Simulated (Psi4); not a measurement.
# SiHF3 (SMILES [H][Si](F)(F)F): CCSD/6-311G(d)

What is the electrostatic solvation energy at fixed shape (C-PCM, benzene) of SiHF3 at CCSD/6-311G*? 

The results are computed with Psi4 1.11.

## (1) The system as given

SiHF3 has 5 atoms, charge 0, and is taken as a singlet. SMILES: `[H][Si](F)(F)F`. The coordinates come from a GFN2-xTB relaxation.

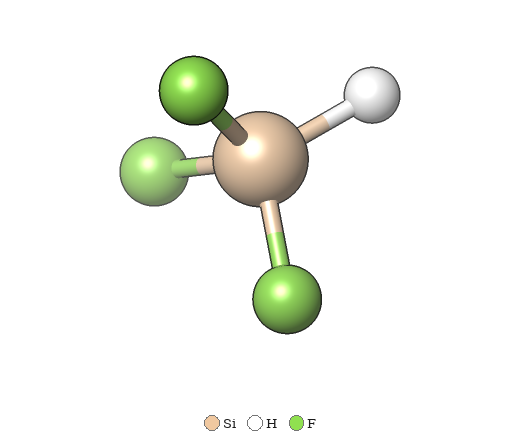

Viewed from a chosen angle; silicon light orange, hydrogen white, fluorine green.

## (2) The energy at CCSD/6-311G(d)

Contents of f3hsi.json:

```json
{
  "schema_name": "qcschema_input",
  "schema_version": 1,
  "molecule": {
    "schema_name": "qcschema_molecule",
    "schema_version": 2,
    "symbols": ["Si", "H", "F", "F", "F"],
    "geometry": [0.00064251, -0.00156847, 0.16950843, 0.02460423, -0.0351678, 2.86644997, 2.73564313, 0.02054132, -1.02882359, -1.38717236, 2.38113051, -0.97602465, -1.37371751, -2.36491666, -1.03111016],
    "molecular_charge": 0,
    "molecular_multiplicity": 1,
    "fix_symmetry": "c1"
  },
  "driver": "energy",
  "model": {
    "method": "ccsd",
    "basis": "6-311G*"
  },
  "keywords": {
    "reference": "rhf",
    "scf_type": "pk",
    "freeze_core": true
  }
}
```

On the command line:

```sh
$ psi4 --qcschema f3hsi.json -n 1 --memory 1600MB
```

stdout, shortened:

```text
[...]
  Running in c1 symmetry.
[...]
  Nuclear repulsion =  188.627846555791308
[...]
  Multiplicity = 1
[...]
  Nalpha       = 21
  Nbeta        = 21
[...]
    Number of basis functions: 83
[...]
   @RHF iter   1:  -588.02781292671500   -8.90384e-01   6.05322e-03 DIIS/ADIIS
[...]
   @RHF iter  10:  -588.10996462864796   -2.50111e-12   9.05576e-09 DIIS
[...]
    Orbital Energies [Eh]
    ---------------------
    Doubly Occupied:
       1A    -68.913175     2A    -26.313878     3A    -26.313804
       4A    -26.313790     5A     -6.250821     6A     -4.359899
       7A     -4.359897     8A     -4.357882     9A     -1.643392
      10A     -1.612148    11A     -1.612098    12A     -0.835504
      13A     -0.750080    14A     -0.749967    15A     -0.737755
      16A     -0.698243    17A     -0.698118    18A     -0.668427
      19A     -0.668352    20A     -0.652852    21A     -0.586350
[...]
  @RHF Final Energy:  -588.10996462864796
   => Energetics <=
    Nuclear Repulsion Energy =            188.6278465557913080
    One-Electron Energy =               -1195.2827566465202835
    Two-Electron Energy =                 418.5449454620811025
    Total Energy =                       -588.1099646286479583
[...]
 Multipole Moments:
 ------------------------------------------------------------------------------------
     Multipole            Electronic (a.u.)      Nuclear  (a.u.)        Total (a.u.)
 ------------------------------------------------------------------------------------
 L = 1.  Multiply by 2.5417464519 to convert [e a0] to [Debye]
 Dipole X            :         -0.0133919            0.0197863            0.0063944
 Dipole Y            :          0.0183822           -0.0286858           -0.0103036
 Dipole Z            :         -1.4296792            2.3632736            0.9335944
 Magnitude           :                                                    0.9336732
[...]
      * MP2 total energy                      = -588.808626955494333
[...]
      * CCSD total energy                     = -588.812877166630187
[...]
```

The result, in JSON:

```text
{
 "driver": "energy",
 "model": {
  "method": "ccsd",
  "basis": "6-311G*"
 },
 "success": true,
 "return_result": -588.8128771666302,
 "properties": {
  "calcinfo_nbasis": 83,
  "calcinfo_nmo": 83,
  "calcinfo_nalpha": 21,
  "calcinfo_nbeta": 21,
  "calcinfo_natom": 5,
  "nuclear_repulsion_energy": 188.6278465557913,
  "return_energy": -588.8128771666302,
  "scf_one_electron_energy": -1195.2827566465203,
  "scf_two_electron_energy": 418.5449454620811,
  "scf_dipole_moment": [0.0063943675288103685, -0.010303645703212919, 0.9335944241647556],
  "scf_total_energy": -588.109964628648,
  "scf_iterations": 10,
  "mp2_same_spin_correlation_energy": -0.18915679381275952,
  "mp2_opposite_spin_correlation_energy": -0.5095055330343988,
  "mp2_singles_energy": -5.363175724945585e-28,
  "mp2_doubles_energy": -0.6986623268471583,
  "mp2_correlation_energy": -0.6986623268471583,
  "mp2_total_energy": -588.8086269554943,
  "ccsd_same_spin_correlation_energy": -0.16688151355035996,
  "ccsd_opposite_spin_correlation_energy": -0.5360310244326453,
  "ccsd_singles_energy": 0.0,
  "ccsd_doubles_energy": -0.7029125379830052,
  "ccsd_correlation_energy": -0.7029125379830051,
  "ccsd_total_energy": -588.8128771666302,
  "ccsd_iterations": 12
 }
}
```

Wall time 19 s (1 thread of AMD EPYC 7B13 (Zen 3), shared host); peak memory 0.47 GiB.

## (3) A single-point energy at CCSD/6-311G(d) (C-PCM benzene)

Contents of job.inp:

```
memory 1.6 GB

molecule {
  Si     0.000340    -0.000830     0.089700
  H      0.013020    -0.018610     1.516860
  F      1.447640     0.010870    -0.544430
  F     -0.734060     1.260040    -0.516490
  F     -0.726940    -1.251460    -0.545640
  symmetry c1
}

set globals {
  basis       6-311G*
  reference   rhf
  scf_type    pk
  freeze_core true
  pcm         true
}

pcm = {
  Units = Angstrom
  Medium {
    SolverType = CPCM
    Solvent = Benzene
  }
  Cavity {
    Type = GePol
    RadiiSet = UFF
    Scaling = False
    Area = 0.4
    Mode = Implicit
  }
}

e_tot, wfn = energy("ccsd", return_wfn=True)
```

On the command line:

```sh
$ psi4 -n 1 job.inp job.out
```

job.out, shortened:

```text
[...]
  Running in c1 symmetry.
[...]
  Nuclear repulsion =  188.627846615788286
[...]
  Multiplicity = 1
[...]
  Nalpha       = 21
  Nbeta        = 21
[...]
    Number of basis functions: 83
[...]
   @RHF iter   1:  -588.03558562627211   -8.97220e-01   6.01490e-03 ADIIS/DIIS
[...]
   @RHF iter  11:  -588.11608957226713    5.68434e-13   1.49039e-09 DIIS
[...]
    Orbital Energies [Eh]
    ---------------------
    Doubly Occupied:
       1A    -68.905166     2A    -26.310150     3A    -26.310093
       4A    -26.310082     5A     -6.242656     6A     -4.351729
       7A     -4.351729     8A     -4.349596     9A     -1.639964
      10A     -1.608986    11A     -1.608928    12A     -0.831741
      13A     -0.747687    14A     -0.747569    15A     -0.732517
      16A     -0.695765    17A     -0.695639    18A     -0.665659
      19A     -0.665576    20A     -0.650490    21A     -0.573312
[...]
  @RHF Final Energy:  -588.11608957226713
   => Energetics <=
    Nuclear Repulsion Energy =            188.6278466157882860
    One-Electron Energy =               -1195.2739685471879056
    Two-Electron Energy =                 418.5364147239295676
    PCM Polarization Energy =              -0.0063823647971086
    Total Energy =                       -588.1160895722672421
[...]
 Multipole Moments:
 ------------------------------------------------------------------------------------
     Multipole            Electronic (a.u.)      Nuclear  (a.u.)        Total (a.u.)
 ------------------------------------------------------------------------------------
 L = 1.  Multiply by 2.5417464519 to convert [e a0] to [Debye]
 Dipole X            :         -0.0129197            0.0197863            0.0068666
 Dipole Y            :          0.0175394           -0.0286858           -0.0111464
 Dipole Z            :         -1.3553809            2.3632736            1.0078927
 Magnitude           :                                                    1.0079777
[...]
      * MP2 total energy                      = -588.813484557965580
[...]
      * CCSD total energy                     = -588.818029974527008
[...]
```

Run time: 20 s. Hardware: 1 thread of AMD EPYC 7B13 (Zen 3), shared host; peak memory 0.47 GiB.

## (4) Outcome

Level: CCSD/6-311G*, 8 core orbitals frozen.

| quantity | value |
| --- | --- |
| gas phase: total energy | -588.81288 Eh |
| gas phase: HOMO energy (Hartree–Fock orbitals) | -15.96 eV |
| gas phase: LUMO energy (Hartree–Fock orbitals) | 3.95 eV |
| gas phase: HOMO–LUMO gap (Hartree–Fock orbitals) | 19.91 eV |
| gas phase: correlation energy (8 core orbitals frozen) | -702.9 mEh |
| gas phase: T1 diagnostic | 0.011 |
| C-PCM, benzene: total energy | -588.81803 Eh |
| C-PCM, benzene: HOMO energy (Hartree–Fock orbitals) | -15.60 eV |
| C-PCM, benzene: LUMO energy (Hartree–Fock orbitals) | 4.21 eV |
| C-PCM, benzene: HOMO–LUMO gap (Hartree–Fock orbitals) | 19.81 eV |
| C-PCM, benzene: correlation energy (8 core orbitals frozen) | -701.9 mEh |
| C-PCM, benzene: solvent term in the energy | -16.8 kJ/mol |
| C-PCM, benzene: T1 diagnostic | 0.011 |
| energy change from gas to solvent at fixed shape | -0.140 eV |

The solvent model (C-PCM, benzene) lowers the energy by 0.14 eV (−13.5 kJ/mol) at the same shape. It holds the electrostatic part alone, without cavity or dispersion terms.
